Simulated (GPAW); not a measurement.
**STM contrast on a 7-layer slab of Y(0001)**

Wanted: filled- and empty-state images of a 7-layer slab of Y(0001), with its work function.

Program: GPAW 26.7.0. Level of theory: GPAW, PAW setups; slab in vacuum, relaxation, in the first sound run; inputs show where later runs differ. Results are calculated unless marked as measured.

## Step 1: The structure

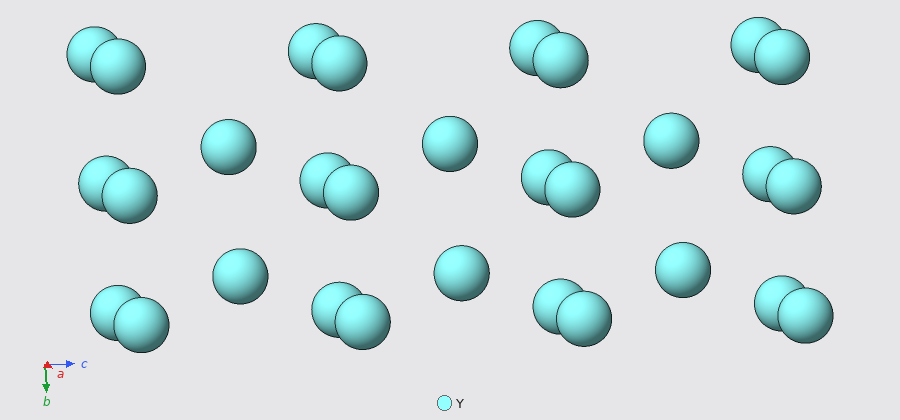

The cell as given, from the side, with the c axis across the page (yttrium light teal). 1×2×1 cells are drawn. Some periodic images of atoms are drawn too.

The cell holds 7 atoms: 7 Y. Its edges and angles: a = 3.650 Å, b = 3.650 Å, c = 35.202 Å, α = 90.0°, β = 90.0°, γ = 60.0°. Vacuum lies along c.

## Step 2: Relaxation

The atoms are relaxed first, since the surface dipole, and with it the work function, follows the positions of the outer layers. The lowest 3 atoms are held at bulk positions and keep their forces.

The input, run.py:

```python
import json
import numpy as np
from ase import Atoms
from ase.constraints import FixAtoms
from ase.optimize import BFGS
from gpaw import GPAW, PW

slab = Atoms(
    ['Y', 'Y', 'Y', 'Y', 'Y', 'Y', 'Y'],
    positions=[
        [0.00000, 0.00000, 9.00000],
        [3.65000, 2.10733, 11.86707],
        [0.00000, 0.00000, 14.73415],
        [3.65000, 2.10733, 17.60122],
        [0.00000, 0.00000, 20.46830],
        [3.65000, 2.10733, 23.33537],
        [0.00000, 0.00000, 26.20245]],
    cell=[[3.65, 0.0, 0.0], [1.825, 3.16099, 0.0], [0.0, 0.0, 35.20245]],
    pbc=[True, True, False])

slab.calc = GPAW(mode=PW(400), xc='PBE', kpts={'size': (10, 10, 1), 'gamma': True},
                 occupations={'name': 'fermi-dirac', 'width': 0.1}, nbands='160%',
                 convergence={'density': 1e-05}, maxiter=200,
                 poissonsolver={'dipolelayer': 'xy'},
                 symmetry={'tolerance': 1e-3, 'extra_ids': [1, 1, 1, 0, 0, 0, 0]}, txt='slab.txt')
result = {}
slab.set_constraint(FixAtoms([0, 1, 2]))
path = []
opt = BFGS(slab, maxstep=0.2)
opt.attach(lambda: path.append((slab.get_potential_energy(), slab.positions.tolist(), slab.get_forces().tolist())))
result['relaxed'] = bool(opt.run(fmax=0.03, steps=40))
result['path'] = path
energy = slab.get_potential_energy()
fermi = slab.calc.get_fermi_level()
v = slab.calc.get_electrostatic_potential().mean((0, 1)) - fermi
n = slab.calc.get_pseudo_density().mean((0, 1))
L = slab.cell[2, 2]
z = np.arange(len(v)) * L / len(v)
low, high = slab.positions[:, 2].min(), slab.positions[:, 2].max()
below, above = np.interp([low - 6.8, high + 6.8], z, v)
slopes = [np.interp(x, z, np.gradient(v, z)) for x in (low - 6.8, high + 6.8)]
eps = np.array([[slab.calc.get_eigenvalues(k, s) for k in range(len(slab.calc.get_ibz_k_points()))]
                for s in range(slab.calc.get_number_of_spins())]) - fermi
top, bottom = eps[eps < 0].max(), eps[eps > 0].min()
dipole = slab.get_dipole_moment()[2]
print(f'energy {energy:.4f} eV, Fermi level {fermi:.4f} eV, dipole {dipole:.5f} e A')
print(f'potential 6.8 A off the faces, from the Fermi level: lower {below:.4f} eV, upper {above:.4f} eV')
print(f'slope of the potential there: lower {slopes[0]:.5f}, upper {slopes[1]:.5f} eV/A')
print(f'nearest levels on the mesh: {top:.4f} and {bottom:.4f} eV')
print('magnetic moment', round(slab.get_magnetic_moment(), 3))
result.update(energy=energy, fermi=fermi, dipole=dipole, below=below, above=above, slopes=slopes, edges=[top, bottom],
              z=z.tolist(), v=v.tolist(), n=n.tolist(), positions=slab.positions.tolist(),
              forces=slab.get_forces(apply_constraint=False).tolist(), moments=slab.get_magnetic_moments().tolist())
json.dump(result, open('result.json', 'w'))
```

Launch:

```console
$ OMP_NUM_THREADS=1 OPENBLAS_NUM_THREADS=1 python run.py
```

The program printed:

```text
Step          Energy          fmax
BFGS:    0      -31.568605        0.176639
BFGS:    1      -31.569485        0.168643
BFGS:    2      -31.575704        0.045925
BFGS:    3      -31.575794        0.038430
BFGS:    4      -31.575900        0.041847
BFGS:    5      -31.576196        0.044382
BFGS:    6      -31.576417        0.034906
BFGS:    7      -31.576555        0.028412
energy -31.3332 eV, Fermi level 2.2928 eV, dipole 0.00106 e A
potential 6.8 A off the faces, from the Fermi level: lower 3.3740 eV, upper 3.3577 eV
slope of the potential there: lower -0.00012, upper 0.00013 eV/A
nearest levels on the mesh: -0.0154 and 0.0041 eV
magnetic moment 0.0
```

Elapsed: 44 min, on 1 thread of Arm Neoverse V1, shared host; peak memory 0.36 GiB.

The steps of the relaxation:

```
step  energy less that of the first step (eV)  largest force (eV/Å)
   1                                   0.0000                0.1766
   2                                  -0.0009                0.1686
   3                                  -0.0067                0.0459
   4                                  -0.0069                0.0384
   5                                  -0.0070                0.0418
   6                                  -0.0074                0.0444
   7                                  -0.0077                0.0349
   8                                  -0.0079                0.0284
```

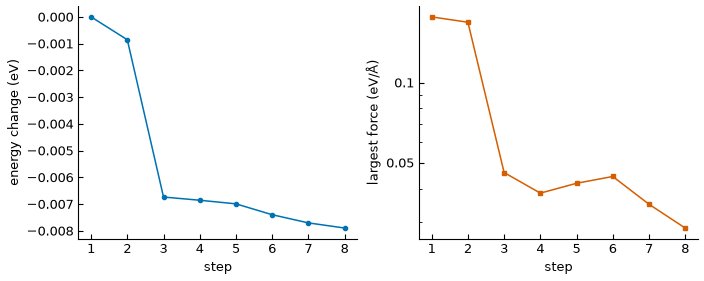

Energy and largest force along the relaxation.

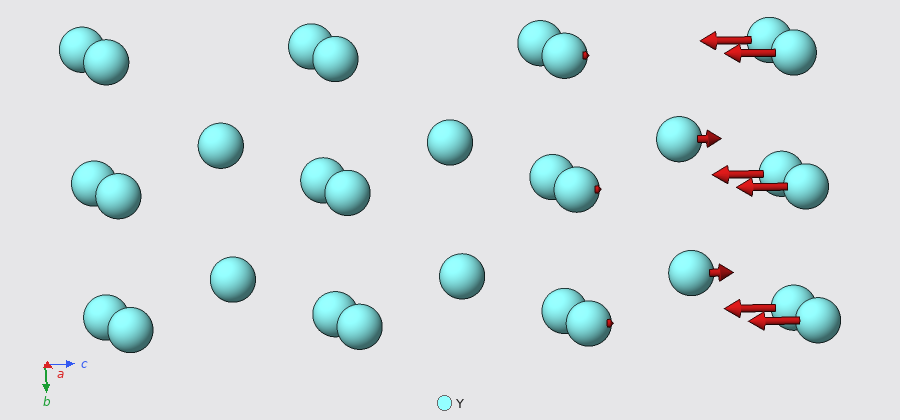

Displacements in the relaxation, exaggerated; the longest in the cell stands for 0.06 Å. 1×2×1 cells are drawn. Some periodic images of atoms are drawn too.

The atoms that moved most (Å):

```
atom     dx     dy      dz  length
  Y7  0.000  0.000  -0.058   0.058
  Y6  0.000  0.000   0.027   0.027
  Y5  0.000  0.000   0.007   0.007
```

The relaxed structure:

```xyz
7
Lattice="3.6500 0.0000 0.0000 1.8250 3.1610 0.0000 0.0000 0.0000 35.2024" Properties=species:S:1:pos:R:3
Y     0.0000    0.0000    9.0000
Y     3.6500    2.1073   11.8671
Y     0.0000    0.0000   14.7341
Y     3.6500    2.1073   17.5987
Y     0.0000    0.0000   20.4758
Y     3.6500    2.1073   23.3628
Y     0.0000    0.0000   26.1443
```

Numbers from this step:

* dipole along the normal: 0.001063 e·Å
* levels nearest the Fermi level on the mesh: -0.01536, 0.004148 eV from the Fermi level
* upper work function: 3.358 eV
* lower work function: 3.374 eV

The electrostatic potential energy of an electron (without an applied field's), less the Fermi level, planar mean oscillates, so the rows of the table below give means over windows of 2.83 Å about each position, cut where the curve ends. Its maxima inside the range that stand out by 2 % of the span (Å: eV): 10.5: 0.922, 13.3: 0.763, 16.2: 0.742, 19.1: 0.830, 22.0: 0.761, 24.7: 0.632. Its minima: 9.0: -17.7, 11.8: -17.2, 14.8: -17.3, 17.6: -17.4, 20.4: -17.3, 23.4: -17.2, 26.2: -17.6.

Table of electrostatic potential energy of an electron (without an applied field's), less the Fermi level, planar mean by z; means over each step:

| z (Å) | electrostatic potential energy of an electron (without an applied field's), less the Fermi level, planar mean (eV) |
| --- | --- |
| 1.42 | 3.37 |
| 4.25 | 3.36 |
| 7.08 | 0.910 |
| 9.91 | -6.41 |
| 12.73 | -6.37 |
| 15.57 | -6.34 |
| 18.39 | -6.35 |
| 21.23 | -6.37 |
| 24.05 | -6.49 |
| 26.88 | -5.94 |
| 29.71 | 3.24 |
| 32.55 | 3.36 |

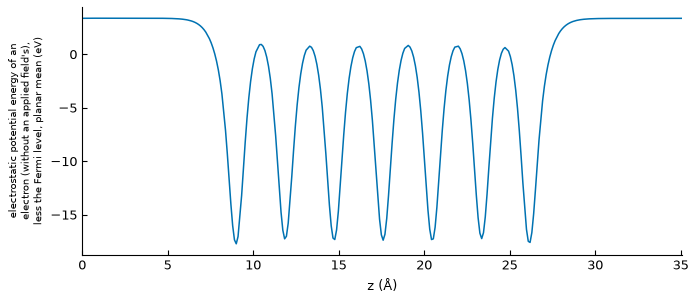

Electrostatic potential energy of an electron (without an applied field's), less the Fermi level, planar mean, plotted against z.

The pseudo valence density, planar mean oscillates, so the rows of the table below give means over windows of 2.93 Å about each position, cut where the curve ends. Its maxima inside the range that stand out by 2 % of the span (Å: e/Å³): 9.0: 0.795, 11.9: 0.779, 14.7: 0.782, 17.6: 0.795, 20.5: 0.784, 23.3: 0.766, 26.2: 0.791. Its minima: 10.5: 0.102, 13.2: 0.101, 16.1: 0.101, 19.1: 0.0998, 22.0: 0.0984, 24.7: 0.109.

The pseudo valence density, planar mean by z; means over each step:

```
z (Å)  pseudo valence density, planar mean (e/Å³)
 1.47                                      9.2e-7
 4.40                                      3.5e-4
 7.33                                       0.109
10.26                                       0.342
13.19                                       0.341
16.12                                       0.342
19.05                                       0.339
21.98                                       0.336
24.91                                       0.363
27.84                                       0.105
30.77                                      3.4e-4
33.70                                      9.8e-7
```

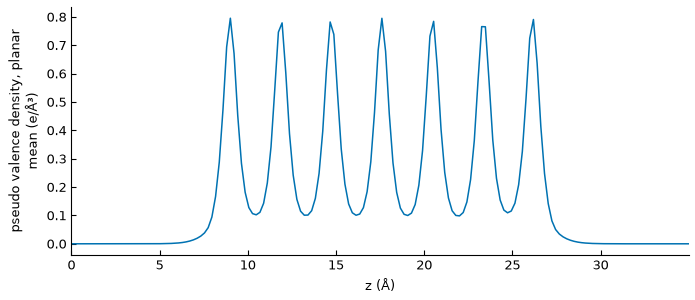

Pseudo valence density, planar mean against z.

The relaxation lowered the energy of the cell by 0.00789 eV (energies extrapolated to zero smearing; the optimiser's log prints free energies). The largest force left on a free atom is 0.028 eV/Å.

## Step 3: Plane waves, PBE

The work function is the vacuum plateau of the electrostatic potential less the Fermi level; a dipole layer lets the two faces have plateaus of their own.

This step: GPAW, PAW setups; slab in vacuum (GPAW 26.7.0).

run.py: that of step 2 with these lines changed.

```diff
@@ -3,4 +3,3 @@
 from ase import Atoms
-from ase.constraints import FixAtoms
-from ase.optimize import BFGS
+from ase.dft.stm import STM
 from gpaw import GPAW, PW
@@ -13,6 +12,6 @@
         [0.00000, 0.00000, 14.73415],
-        [3.65000, 2.10733, 17.60122],
-        [0.00000, 0.00000, 20.46830],
-        [3.65000, 2.10733, 23.33537],
-        [0.00000, 0.00000, 26.20245]],
+        [3.65000, 2.10733, 17.59868],
+        [0.00000, 0.00000, 20.47576],
+        [3.65000, 2.10733, 23.36284],
+        [-0.00000, -0.00000, 26.14429]],
     cell=[[3.65, 0.0, 0.0], [1.825, 3.16099, 0.0], [0.0, 0.0, 35.20245]],
@@ -24,10 +23,4 @@
                  poissonsolver={'dipolelayer': 'xy'},
-                 symmetry={'tolerance': 1e-3, 'extra_ids': [1, 1, 1, 0, 0, 0, 0]}, txt='slab.txt')
+                 symmetry={'tolerance': 1e-3}, txt='slab.txt')
 result = {}
-slab.set_constraint(FixAtoms([0, 1, 2]))
-path = []
-opt = BFGS(slab, maxstep=0.2)
-opt.attach(lambda: path.append((slab.get_potential_energy(), slab.positions.tolist(), slab.get_forces().tolist())))
-result['relaxed'] = bool(opt.run(fmax=0.03, steps=40))
-result['path'] = path
 energy = slab.get_potential_energy()
@@ -53,2 +46,16 @@
               forces=slab.get_forces(apply_constraint=False).tolist(), moments=slab.get_magnetic_moments().tolist())
+
+# Images need the states of the whole zone, up to time reversal
+slab.calc = slab.calc.fixed_density(symmetry={'point_group': False}, txt='states.txt', nbands='250%',
+                                    convergence={'bands': 'CBM+1.3'})
+stm = STM(slab)
+result['stm'] = []
+for bias in [-1.0, 1.0]:
+    height = high + 3.5
+    current = stm.get_averaged_current(bias, height)
+    x, y, h = stm.scan(bias, current)
+    i, f = divmod(height / L * stm.ldos.shape[2], 1)
+    I = abs((1 - f) * stm.ldos[:, :, int(i)] + f * stm.ldos[:, :, int(i) + 1])
+    print(f'bias {bias} V: mean current at 3.5 A {current:.4e}, corrugation {np.ptp(h):.4f} A')
+    result['stm'].append(dict(bias=bias, current=current, h=(h - high).tolist(), I=I.tolist()))
 json.dump(result, open('result.json', 'w'))
```

The program printed:

```text
energy -31.3332 eV, Fermi level 2.2928 eV, dipole 0.00108 e A
potential 6.8 A off the faces, from the Fermi level: lower 3.3740 eV, upper 3.3576 eV
slope of the potential there: lower -0.00012, upper 0.00013 eV/A
nearest levels on the mesh: -0.0154 and 0.0041 eV
magnetic moment 0.0
bias -1.0 V: mean current at 3.5 A 2.4676e-04, corrugation 0.1207 A
bias 1.0 V: mean current at 3.5 A 1.1187e-03, corrugation 0.1332 A
```

It took 16 min on 1 thread; peak memory 1.1 GiB.

This step gave:

| Item | Value |
| --- | --- |
| dipole along the normal | 0.001082 e·Å |
| levels nearest the Fermi level on the mesh | -0.01536, 0.004139 eV from the Fermi level |
| corrugation -1 | 0.1207 Å |
| corrugation 1 | 0.1332 Å |

The electrostatic potential energy of an electron (without an applied field's), less the Fermi level, planar mean oscillates, so the rows of the table below give means over windows of 2.83 Å about each position, cut where the curve ends. Its maxima inside the range that stand out by 2 % of the span (Å: eV): 10.5: 0.922, 13.3: 0.763, 16.2: 0.742, 19.1: 0.830, 22.0: 0.761, 24.7: 0.632. Its minima: 9.0: -17.7, 11.8: -17.2, 14.8: -17.3, 17.6: -17.4, 20.4: -17.3, 23.4: -17.2, 26.2: -17.6.

Electrostatic potential energy of an electron (without an applied field's), less the Fermi level, planar mean against z; means over each step:

(Unchanged from step 2.)

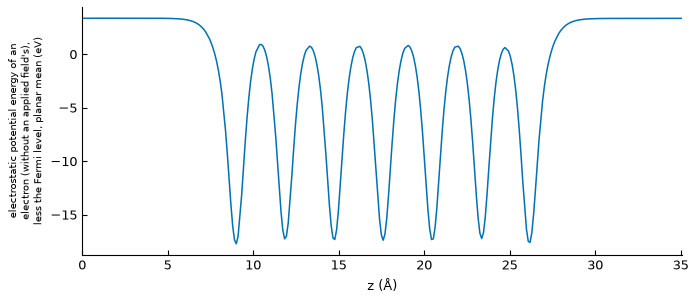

Electrostatic potential energy of an electron (without an applied field's), less the Fermi level, planar mean, plotted against z.

The pseudo valence density, planar mean oscillates, so the rows of the table below give means over windows of 2.93 Å about each position, cut where the curve ends. Its maxima inside the range that stand out by 2 % of the span (Å: e/Å³): 9.0: 0.795, 11.9: 0.779, 14.7: 0.782, 17.6: 0.795, 20.5: 0.784, 23.3: 0.766, 26.2: 0.791. Its minima: 10.5: 0.102, 13.2: 0.101, 16.1: 0.101, 19.1: 0.0998, 22.0: 0.0984, 24.7: 0.109.

The pseudo valence density, planar mean by z; means over each step:

(Unchanged from step 2.)

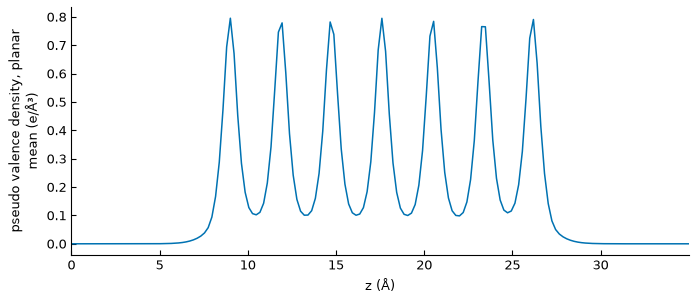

Pseudo valence density, planar mean against z.

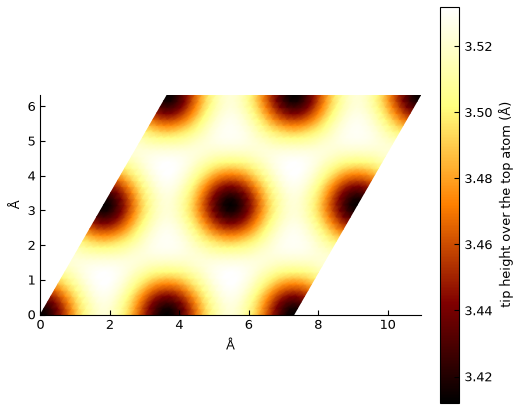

Tip height over the top atom over a1 and a2. Sample bias -1 V, constant current at the mean current 3.5 Å over the top atom. The cell is repeated, with its origin at the lower left corner.

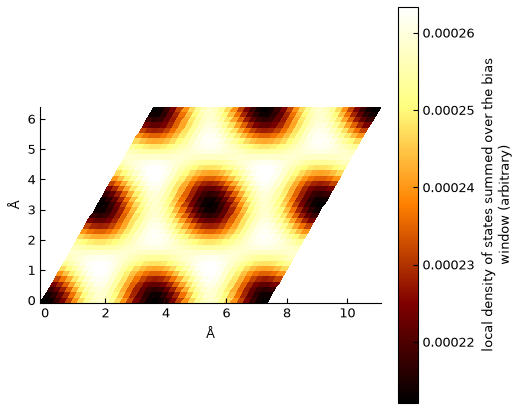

Local density of states summed over the bias window over a1 and a2. Sample bias -1 V, constant height 3.5 Å over the top atom. The cell is repeated, with its origin at the lower left corner.

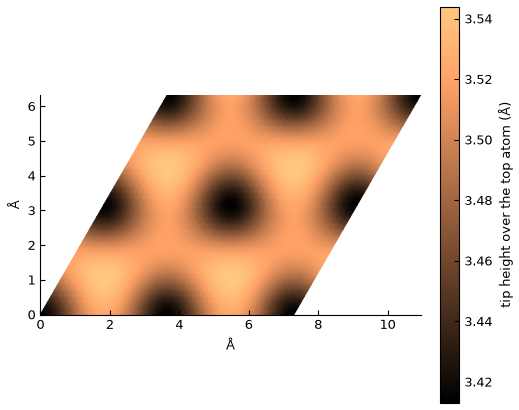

Tip height over the top atom over a1 and a2. Sample bias 1 V, constant current at the mean current 3.5 Å over the top atom. The cell is repeated, with its origin at the lower left corner.

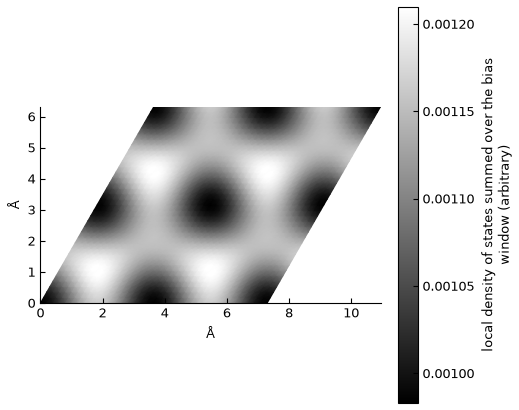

Local density of states summed over the bias window over a1 and a2. Sample bias 1 V, constant height 3.5 Å over the top atom. The cell is repeated, with its origin at the lower left corner.

Force by atom:

```
atom  x (eV/Å)  y (eV/Å)  z (eV/Å)   size
  Y1     0.000     0.000     0.177  0.177
  Y2     0.000     0.000    -0.177  0.177
  Y3     0.000     0.000     0.034  0.034
  Y4     0.000     0.000     0.023  0.023
  Y5     0.000     0.000    -0.028  0.028
  Y6     0.000     0.000    -0.009  0.009
  Y7     0.000     0.000    -0.018  0.018
```

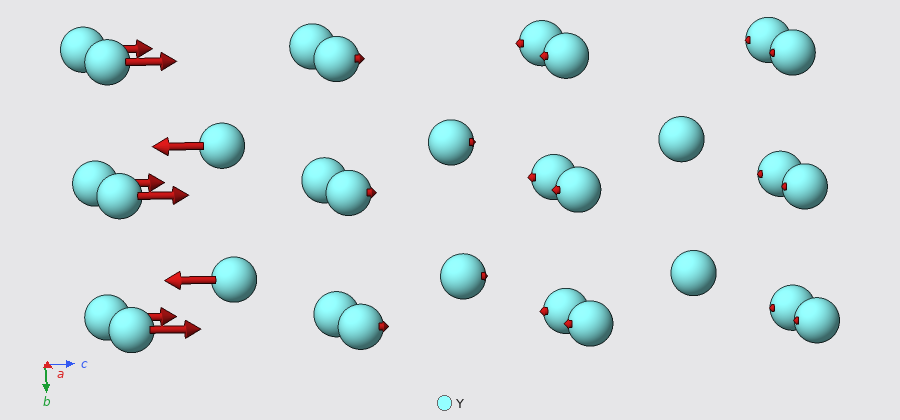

Force as arrows, the longest 0.177 eV/Å. 1×2×1 cells are drawn. Some periodic images of atoms are drawn too.

The potential is flat to 1.3e-4 eV/Å where it is read, so the vacuum is wide enough.

## Step 4: A changed run

One more run, with changed settings.

run.py: that of step 3 with these lines changed.

```diff
@@ -3,3 +3,2 @@
 from ase import Atoms
-from ase.dft.stm import STM
 from gpaw import GPAW, PW
@@ -19,5 +18,5 @@
 
-slab.calc = GPAW(mode=PW(400), xc='PBE', kpts={'size': (10, 10, 1), 'gamma': True},
+slab.calc = GPAW(mode=PW(400), xc='pbe96', kpts={'size': (10, 10, 1), 'gamma': True},
                  occupations={'name': 'fermi-dirac', 'width': 0.1}, nbands='160%',
-                 convergence={'density': 1e-05}, maxiter=200,
+                 convergence={'density': 1e-05}, maxiter=100,
                  poissonsolver={'dipolelayer': 'xy'},
@@ -46,16 +45,2 @@
               forces=slab.get_forces(apply_constraint=False).tolist(), moments=slab.get_magnetic_moments().tolist())
-
-# Images need the states of the whole zone, up to time reversal
-slab.calc = slab.calc.fixed_density(symmetry={'point_group': False}, txt='states.txt', nbands='250%',
-                                    convergence={'bands': 'CBM+1.3'})
-stm = STM(slab)
-result['stm'] = []
-for bias in [-1.0, 1.0]:
-    height = high + 3.5
-    current = stm.get_averaged_current(bias, height)
-    x, y, h = stm.scan(bias, current)
-    i, f = divmod(height / L * stm.ldos.shape[2], 1)
-    I = abs((1 - f) * stm.ldos[:, :, int(i)] + f * stm.ldos[:, :, int(i) + 1])
-    print(f'bias {bias} V: mean current at 3.5 A {current:.4e}, corrugation {np.ptp(h):.4f} A')
-    result['stm'].append(dict(bias=bias, current=current, h=(h - high).tolist(), I=I.tolist()))
 json.dump(result, open('result.json', 'w'))
```

The program printed:

```text
NameError: Unknown functional: pbe96.
```

It took 0.73 s on 1 thread; peak memory 0.1 GiB.

The program refused the input before any cycle.

The program's message: “NameError: Unknown functional: pbe96.”

The change that led to it: xc = "pbe96".

## Step 5: What came out

```json
{
  "work function, upper and lower face": "3.358 and 3.374 eV",
  "dipole along the normal": "0.00108 e Å",
  "corrugation at -1 V": "0.121 Å",
  "corrugation at 1 V": "0.133 Å"
}
```

In words: The tip height varies by 0.12 to 0.13 Å over the cell, much the same at every bias tried. Negative sample bias images filled states, positive bias empty ones. The measured value for polycrystalline Y, which weights the faces of low work function, is 3.1 eV (as compiled in "Anisotropic work function of elemental crystals", 2019, arxiv:1902.07811); the relaxed upper face lies 0.26 eV over it with PBE. Measured work functions scatter by a tenth of an eV or more between methods. The images are of Tersoff-Hamann type: an s-wave tip, no tip-sample forces, heights closer than in a microscope. The small printed dipole stands for a step of -17 meV from the lower to the upper face, and the probes find -16 meV; values this small are near the numerical noise of both. The in-plane lattice was kept as typed, which isn't the functional's own and leaves some strain; spin-orbit coupling and temperature are left out.

[Logs are printed without paths, hosts, clocks, repeated set-up lines and the standing remarks that a program may print on its own settings, such as how far it seeks lower states.]

[Hosts, paths, dates, database ids (printed as entryN), source tags and the programs' standing remarks are cut or masked in the printed files.]
